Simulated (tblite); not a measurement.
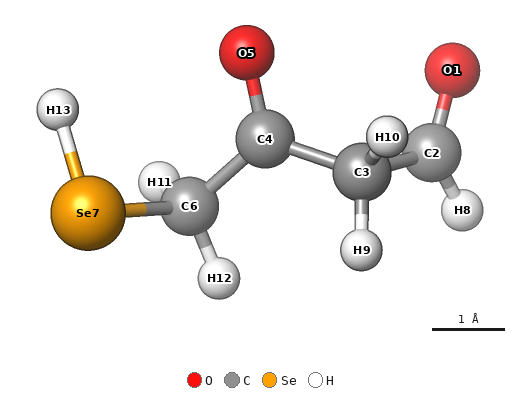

The structure as given in the input (ball-and-stick view, seen at a tilt; atoms are numbered from 1 in the order of the input). Bond lengths as drawn: C–C 1.49 to 1.51 Å, C–H 1.07 to 1.12 Å, C–O 1.22 to 1.24 Å, C–Se 1.95 Å and H–Se 1.55 Å.

**Run report: C4H6O2Se, geometry relaxation**

System: C4H6O2Se, SMILES O=CCC(=O)C[SeH].
Method: GFN2-xTB geometry optimisation, gas phase (tblite 0.8.0).

### What the program printed
```
step      E/eV     max force
  0    -622.13059    3.624
  1    -622.22575    4.105
  2    -622.40666    0.678
  3    -622.43040    0.447
  4    -622.44216    0.427
  5    -622.44641    0.204
  6    -622.44826    0.134
  7    -622.45099    0.100
  8    -622.45180    0.096
  9    -622.45298    0.088
 10    -622.45442    0.101
 11    -622.45597    0.106
 12    -622.45744    0.124
 13    -622.45898    0.114
 14    -622.46066    0.127
 15    -622.46230    0.124
 16    -622.46377    0.124
 17    -622.46523    0.125
 18    -622.46694    0.115
 19    -622.46896    0.112
 20    -622.47110    0.142
 21    -622.47328    0.168
 22    -622.47570    0.176
 23    -622.47854    0.159
 24    -622.48162    0.156
 25    -622.48465    0.157
 26    -622.48757    0.155
 27    -622.49046    0.183
 28    -622.49346    0.184
 29    -622.49466    0.368
 30    -622.49821    0.162
 31    -622.50019    0.119
 32    -622.50359    0.123
 33    -622.50472    0.096
 34    -622.50653    0.098
 35    -622.50760    0.093
 36    -622.50901    0.097
 37    -622.51060    0.113
 38    -622.51223    0.135
 39    -622.51404    0.112
 40    -622.51596    0.136
 41    -622.51853    0.150
 42    -622.52134    0.151
 43    -622.52492    0.155
 44    -622.52821    0.253
 45    -622.53177    0.186
 46    -622.53514    0.178
 47    -622.54056    0.205
 48    -622.54454    0.226
 49    -622.54917    0.259
 50    -622.55212    0.186
 51    -622.55379    0.433
 52    -622.55464    0.167
 53    -622.55653    0.110
 54    -622.55749    0.189
 55    -622.55850    0.167
 56    -622.55944    0.168
 57    -622.56062    0.081
 58    -622.56168    0.081
 59    -622.56259    0.103
 60    -622.56332    0.085
 61    -622.56413    0.052
 62    -622.56484    0.067
 63    -622.56525    0.054
 64    -622.56591    0.064
 65    -622.56625    0.043
 66    -622.56649    0.055
 67    -622.56671    0.057
 68    -622.56707    0.048
 69    -622.56742    0.062
 70    -622.56775    0.051
 71    -622.56805    0.044
 72    -622.56833    0.098
 73    -622.56865    0.062
 74    -622.56911    0.052
 75    -622.56938    0.050
 76    -622.56961    0.055
 77    -622.56977    0.052
 78    -622.56988    0.029
 79    -622.56988    0.029
 80    -622.56991    0.036
 81    -622.56995    0.023
 82    -622.57005    0.026
 83    -622.57012    0.041
 84    -622.57030    0.058
 85    -622.57050    0.063
 86    -622.57069    0.052
 87    -622.57085    0.052
 88    -622.57106    0.043
 89    -622.57148    0.077
 90    -622.57203    0.093
 91    -622.57268    0.069
 92    -622.57317    0.077
 93    -622.57360    0.083
 94    -622.57406    0.082
 95    -622.57455    0.071
 96    -622.57508    0.067
 97    -622.57565    0.069
 98    -622.57618    0.079
 99    -622.57666    0.067
100    -622.57713    0.061
101    -622.57772    0.089
102    -622.57843    0.083
103    -622.57911    0.154
104    -622.57998    0.093
105    -622.58119    0.112
106    -622.58203    0.136
107    -622.58296    0.106
108    -622.58346    0.067
109    -622.58382    0.064
110    -622.58421    0.081
111    -622.58465    0.076
112    -622.58502    0.071
113    -622.58525    0.047
114    -622.58539    0.032
115    -622.58552    0.033
116    -622.58569    0.043
117    -622.58584    0.039
118    -622.58598    0.030
119    -622.58612    0.032
120    -622.58631    0.038
121    -622.58653    0.045
122    -622.58676    0.040
123    -622.58695    0.040
124    -622.58713    0.037
125    -622.58735    0.044
126    -622.58758    0.050
127    -622.58779    0.033
128    -622.58794    0.029
129    -622.58806    0.035
130    -622.58818    0.042
131    -622.58831    0.036
132    -622.58842    0.027
133    -622.58856    0.036
134    -622.58878    0.060
135    -622.58912    0.081
136    -622.58953    0.079
137    -622.58987    0.045
138    -622.59007    0.028
139    -622.59017    0.054
140    -622.59025    0.026
141    -622.59031    0.018
142    -622.59037    0.016
143    -622.59039    0.015
144    -622.59042    0.016
145    -622.59047    0.015
146    -622.59052    0.019
147    -622.59057    0.021
148    -622.59061    0.014
149    -622.59063    0.012
150    -622.59065    0.009
151    -622.59066    0.009
152    -622.59067    0.009
153    -622.59068    0.008
154    -622.59069    0.008
155    -622.59070    0.008
156    -622.59070    0.010
157    -622.59071    0.007
158    -622.59072    0.007
159    -622.59073    0.008
160    -622.59074    0.010
161    -622.59075    0.018
162    -622.59078    0.020
163    -622.59080    0.025
164    -622.59083    0.013
165    -622.59084    0.014
166    -622.59085    0.010
167    -622.59086    0.005
168    -622.59086    0.005
169    -622.59087    0.004
170    -622.59087    0.004
171    -622.59087    0.004
172    -622.59087    0.003
```

### Trajectory as extended XYZ (Å, eV, eV/Å), 12 frames, from step=0 to step=172
```
13
Properties=species:S:1:pos:R:3:forces:R:3 step=0 energy=-622.13059
O    -2.8161   -0.3573    0.5434    0.6710   0.9190  -1.4440
C    -2.1473    0.2983   -0.2432   -0.8720  -1.5620   2.9810
C    -0.8294    0.8799    0.2124    0.1870   1.9140  -1.2130
C     0.1649   -0.1951    0.4734   -0.0180  -2.1220   2.9380
O     0.0807   -0.8543    1.5208    0.3210   1.1540  -1.8980
C     1.2530   -0.5168   -0.5030   -0.7510  -0.0170  -1.1140
Se    2.9926   -0.0423    0.2475   -0.0070  -0.9980   0.9540
H    -2.4841    0.4542   -1.2452   -0.0170   0.2500  -0.9030
H    -0.4586    1.5583   -0.5859   -0.0670  -0.2170   0.3720
H    -0.9965    1.4938    1.1286    0.0420  -0.6700  -0.4300
H     1.2396   -1.6013   -0.7448    0.1210   0.5330   0.2350
H     1.1138    0.0489   -1.4420    0.2170  -0.1550   0.2660
H     2.8830   -1.1659    1.3067    0.1730   0.9720  -0.7440
13
Properties=species:S:1:pos:R:3:forces:R:3 step=15 energy=-622.46230
O    -2.8542   -0.3415    0.5176   -0.0390   0.0030   0.0280
C    -2.1358    0.2815   -0.2021   -0.0030   0.0040  -0.0010
C    -0.8131    0.8960    0.2063    0.0320  -0.0170  -0.0140
C     0.1588   -0.2357    0.5205    0.0090  -0.0580   0.0130
O     0.1148   -0.8520    1.5498    0.0330   0.0000  -0.0310
C     1.1920   -0.5299   -0.5352   -0.0120   0.0190  -0.0080
Se    2.9620   -0.0825    0.2511   -0.0420  -0.0700  -0.0460
H    -2.3890    0.4494   -1.2671    0.0230  -0.0300  -0.0080
H    -0.4364    1.5321   -0.5907    0.0440   0.0860   0.0780
H    -0.9619    1.4549    1.1337   -0.0310  -0.0180  -0.0640
H     1.2022   -1.5925   -0.7915    0.0370   0.0780   0.0440
H     1.0967    0.0796   -1.4326   -0.0270  -0.0340  -0.0070
H     2.8596   -1.0588    1.3089   -0.0240   0.0380   0.0150
13
Properties=species:S:1:pos:R:3:forces:R:3 step=31 energy=-622.50019
O    -2.9318   -0.1618    0.4556   -0.0890   0.0180  -0.0370
C    -2.0685    0.2856   -0.2357    0.0410  -0.0680   0.0060
C    -0.7837    0.8822    0.2940   -0.0200   0.0150   0.0050
C     0.1903   -0.2614    0.5337   -0.0270  -0.0150   0.0170
O     0.2175   -0.8770    1.5649    0.0100   0.0050  -0.0030
C     1.1429   -0.5602   -0.5898   -0.0990  -0.0320  -0.0580
Se    2.9553   -0.1716    0.0961    0.0850   0.0630   0.0050
H    -2.1387    0.2666   -1.3399    0.0290  -0.0140  -0.0070
H    -0.3637    1.5928   -0.4144   -0.0250   0.0570   0.0510
H    -1.0045    1.3394    1.2600    0.0500   0.0320  -0.0130
H     1.1190   -1.6172   -0.8559   -0.0120  -0.0670   0.0440
H     0.9883    0.0477   -1.4776   -0.0040   0.0520  -0.0440
H     2.6732   -0.7645    1.3777    0.0600  -0.0460   0.0330
13
Properties=species:S:1:pos:R:3:forces:R:3 step=46 energy=-622.53514
O    -3.0536    0.0448    0.2881    0.0600   0.0290  -0.0920
C    -2.0304    0.2887   -0.2775   -0.0860  -0.0030   0.0040
C    -0.8067    0.8882    0.3751   -0.0810   0.0170  -0.0630
C     0.1752   -0.2567    0.5637    0.0780   0.1240   0.0710
O     0.2318   -0.8687    1.5969    0.0560  -0.0420  -0.0450
C     1.0913   -0.5680   -0.5881   -0.0310  -0.0610   0.0320
Se    2.9300   -0.0914    0.0136   -0.0720   0.0000  -0.0010
H    -1.8879    0.0655   -1.3547   -0.0290  -0.0140   0.0470
H    -0.3977    1.6624   -0.2731    0.0900  -0.0360   0.0320
H    -1.0810    1.2892    1.3532    0.0240  -0.0460  -0.0400
H     1.0918   -1.6372   -0.7952    0.0470  -0.1090   0.0400
H     0.8959   -0.0240   -1.5125   -0.0080   0.1120   0.1380
H     2.8370   -0.7923    1.2792   -0.0480   0.0280  -0.1220
13
Properties=species:S:1:pos:R:3:forces:R:3 step=62 energy=-622.56484
O    -3.1181    0.2813    0.0272    0.0100   0.0220   0.0260
C    -1.9842    0.3043   -0.3444    0.0080   0.0390  -0.0170
C    -0.8220    0.8502    0.4520   -0.0070  -0.0290  -0.0100
C     0.1839   -0.2677    0.6417   -0.0110  -0.0660   0.0050
O     0.3049   -0.8584    1.6816    0.0350   0.0140  -0.0050
C     1.0314   -0.5877   -0.5584    0.0050  -0.0140  -0.0030
Se    2.8707    0.0090   -0.1138    0.0020  -0.0130   0.0230
H    -1.6927   -0.1048   -1.3317    0.0080   0.0260  -0.0130
H    -0.3486    1.6594   -0.1068   -0.0380   0.0020  -0.0190
H    -1.1736    1.2036    1.4218   -0.0230   0.0000   0.0000
H     1.0771   -1.6623   -0.7372    0.0120  -0.0190   0.0100
H     0.7450   -0.0592   -1.4661   -0.0200   0.0100   0.0120
H     2.9217   -0.7672    1.1029    0.0200   0.0280  -0.0090
13
Properties=species:S:1:pos:R:3:forces:R:3 step=78 energy=-622.56988
O    -3.1310    0.3871   -0.0499   -0.0270  -0.0020   0.0100
C    -1.9836    0.3368   -0.3746    0.0200  -0.0110  -0.0070
C    -0.8315    0.8102    0.4764    0.0040   0.0040  -0.0020
C     0.1937   -0.2915    0.6573   -0.0060  -0.0050  -0.0030
O     0.3620   -0.8452    1.7110   -0.0020  -0.0260   0.0060
C     1.0217   -0.6208   -0.5532    0.0020  -0.0020   0.0040
Se    2.8567    0.0320   -0.1655   -0.0080   0.0110  -0.0060
H    -1.6793   -0.0775   -1.3555    0.0100   0.0110  -0.0070
H    -0.3533    1.6478   -0.0362    0.0100   0.0090  -0.0070
H    -1.2085    1.1252    1.4501   -0.0030   0.0170   0.0140
H     1.0918   -1.6978   -0.7088    0.0010  -0.0090   0.0060
H     0.7002   -0.1175   -1.4632    0.0000  -0.0040  -0.0060
H     2.9567   -0.6881    1.0809   -0.0010   0.0070  -0.0020
13
Properties=species:S:1:pos:R:3:forces:R:3 step=93 energy=-622.57360
O    -3.1063    0.3426   -0.0263   -0.0130   0.0010  -0.0090
C    -1.9632    0.3535   -0.3678    0.0410   0.0220  -0.0220
C    -0.8093    0.8264    0.4805    0.0150  -0.0100  -0.0080
C     0.1617   -0.3260    0.6571    0.0140   0.0220  -0.0140
O     0.2701   -0.9286    1.6910    0.0200  -0.0110  -0.0010
C     1.0053   -0.6436   -0.5466   -0.0120  -0.0240   0.0270
Se    2.8079    0.1025   -0.1750   -0.0250   0.0040   0.0110
H    -1.6467   -0.0067   -1.3676   -0.0830   0.0080  -0.0040
H    -0.2992    1.6345   -0.0478   -0.0060   0.0150   0.0240
H    -1.1757    1.1621    1.4516    0.0060  -0.0080  -0.0150
H     1.1192   -1.7200   -0.6751    0.0280  -0.0160  -0.0150
H     0.6650   -0.1736   -1.4689    0.0140  -0.0150   0.0350
H     2.9670   -0.6225    1.0636    0.0020   0.0130  -0.0080
13
Properties=species:S:1:pos:R:3:forces:R:3 step=109 energy=-622.58382
O    -3.0792    0.3412    0.0355   -0.0450   0.0210  -0.0080
C    -1.9603    0.4215   -0.3724    0.0190  -0.0290  -0.0100
C    -0.7699    0.8123    0.4666   -0.0170  -0.0130  -0.0040
C     0.1208   -0.4076    0.6465    0.0000   0.0290  -0.0270
O     0.1555   -1.0444    1.6641   -0.0100  -0.0130  -0.0060
C     1.0043   -0.7176   -0.5282   -0.0120  -0.0040   0.0110
Se    2.6990    0.2535   -0.1718    0.0140  -0.0230  -0.0090
H    -1.7125    0.1865   -1.4261    0.0140   0.0060  -0.0080
H    -0.1981    1.5865   -0.0492   -0.0350   0.0050   0.0290
H    -1.1262    1.1555    1.4386    0.0630   0.0040   0.0130
H     1.2340   -1.7805   -0.5989    0.0220   0.0000   0.0110
H     0.6325   -0.3332   -1.4772   -0.0050  -0.0050   0.0170
H     2.9957   -0.4732    1.0411   -0.0080   0.0230  -0.0080
13
Properties=species:S:1:pos:R:3:forces:R:3 step=125 energy=-622.58735
O    -3.0795    0.3878    0.0342   -0.0180   0.0040  -0.0130
C    -1.9581    0.4516   -0.3697   -0.0120   0.0090  -0.0070
C    -0.7581    0.7992    0.4738    0.0020   0.0060   0.0050
C     0.1040   -0.4425    0.6355   -0.0050  -0.0150  -0.0010
O     0.0885   -1.1118    1.6326    0.0130  -0.0200   0.0370
C     1.0117   -0.7500   -0.5198    0.0030   0.0090  -0.0080
Se    2.6736    0.2910   -0.2154    0.0100  -0.0120   0.0340
H    -1.7115    0.2470   -1.4297   -0.0030  -0.0230  -0.0200
H    -0.1824    1.5755   -0.0320    0.0270   0.0040   0.0100
H    -1.0963    1.1313    1.4558    0.0140   0.0030   0.0110
H     1.2838   -1.8051   -0.5526   -0.0080   0.0010   0.0040
H     0.6253   -0.4147   -1.4808   -0.0110   0.0080  -0.0180
H     2.9947   -0.3588    1.0367   -0.0120   0.0270  -0.0330
13
Properties=species:S:1:pos:R:3:forces:R:3 step=140 energy=-622.59025
O    -3.0819    0.5081   -0.0149    0.0120   0.0060   0.0030
C    -1.9450    0.4717   -0.3772    0.0060  -0.0020  -0.0030
C    -0.7510    0.7725    0.4941   -0.0020   0.0010   0.0050
C     0.1036   -0.4753    0.6420   -0.0070  -0.0060  -0.0030
O     0.0916   -1.1543    1.6331    0.0060   0.0050  -0.0040
C     1.0052   -0.7701   -0.5224   -0.0080   0.0000  -0.0060
Se    2.6478    0.3117   -0.2582   -0.0030   0.0170  -0.0190
H    -1.6792    0.2010   -1.4180    0.0010  -0.0060  -0.0090
H    -0.1553    1.5513    0.0133   -0.0060   0.0010   0.0020
H    -1.0955    1.0946    1.4772   -0.0030   0.0030   0.0100
H     1.2938   -1.8210   -0.5565    0.0060   0.0110   0.0100
H     0.5975   -0.4451   -1.4791   -0.0010  -0.0090  -0.0040
H     2.9640   -0.2445    1.0352   -0.0010  -0.0200   0.0160
13
Properties=species:S:1:pos:R:3:forces:R:3 step=156 energy=-622.59070
O    -3.0812    0.5347   -0.0279    0.0090   0.0010  -0.0040
C    -1.9419    0.4736   -0.3793   -0.0080   0.0010   0.0000
C    -0.7525    0.7694    0.4992   -0.0030  -0.0020  -0.0010
C     0.1054   -0.4761    0.6418    0.0020  -0.0030   0.0050
O     0.1032   -1.1527    1.6347   -0.0020   0.0010  -0.0030
C     1.0031   -0.7702   -0.5256    0.0010  -0.0010  -0.0010
Se    2.6387    0.3219   -0.2599    0.0020   0.0020  -0.0020
H    -1.6713    0.1822   -1.4136   -0.0010   0.0000   0.0020
H    -0.1579    1.5535    0.0251   -0.0020  -0.0020   0.0010
H    -1.1007    1.0861    1.4831   -0.0020   0.0010  -0.0010
H     1.3014   -1.8183   -0.5530   -0.0010   0.0000   0.0030
H     0.5929   -0.4549   -1.4843   -0.0030   0.0020   0.0020
H     2.9563   -0.2486    1.0283    0.0070  -0.0010   0.0000
13
Properties=species:S:1:pos:R:3:forces:R:3 step=172 energy=-622.59087
O    -3.0841    0.5543   -0.0427    0.0000  -0.0010   0.0000
C    -1.9427    0.4744   -0.3830    0.0020   0.0010  -0.0010
C    -0.7575    0.7660    0.5028    0.0010  -0.0010   0.0000
C     0.1040   -0.4768    0.6461    0.0020   0.0000   0.0010
O     0.1024   -1.1542    1.6385   -0.0010   0.0020  -0.0020
C     1.0031   -0.7680   -0.5213    0.0000   0.0000   0.0010
Se    2.6367    0.3293   -0.2628   -0.0010   0.0000  -0.0020
H    -1.6667    0.1691   -1.4117   -0.0010   0.0000  -0.0010
H    -0.1627    1.5529    0.0333    0.0000  -0.0010   0.0010
H    -1.1110    1.0808    1.4854    0.0000  -0.0010   0.0000
H     1.3046   -1.8153   -0.5481    0.0000   0.0010   0.0000
H     0.5900   -0.4549   -1.4795    0.0000   0.0000   0.0020
H     2.9796   -0.2572    1.0117   -0.0010  -0.0010  -0.0010
```

This output came from the following input.

### The input
```
{"job": {"xc": "GFN2-xTB", "basis": "xTB", "kind": "relax"}, "charge": 0, "multiplicity": 1}
O     -2.816100    -0.357300     0.543400
C     -2.147300     0.298300    -0.243200
C     -0.829400     0.879900     0.212400
C      0.164900    -0.195100     0.473400
O      0.080700    -0.854300     1.520800
C      1.253000    -0.516800    -0.503000
Se     2.992600    -0.042300     0.247500
H     -2.484100     0.454200    -1.245200
H     -0.458600     1.558300    -0.585900
H     -0.996500     1.493800     1.128600
H      1.239600    -1.601300    -0.744800
H      1.113800     0.048900    -1.442000
H      2.883000    -1.165900     1.306700
```

The first line tells a small driver script what to run in tblite; the rest is the geometry in Å.

Command:
```bash
OMP_NUM_THREADS=1 python <driver script> task.json out
```

### Key numbers

| quantity | value |
| --- | --- |
| outcome | converged |
| total energy | −622.5909 eV |
| hardware | 1 CPU thread, shared host |
| peak memory | 0.19 GiB |
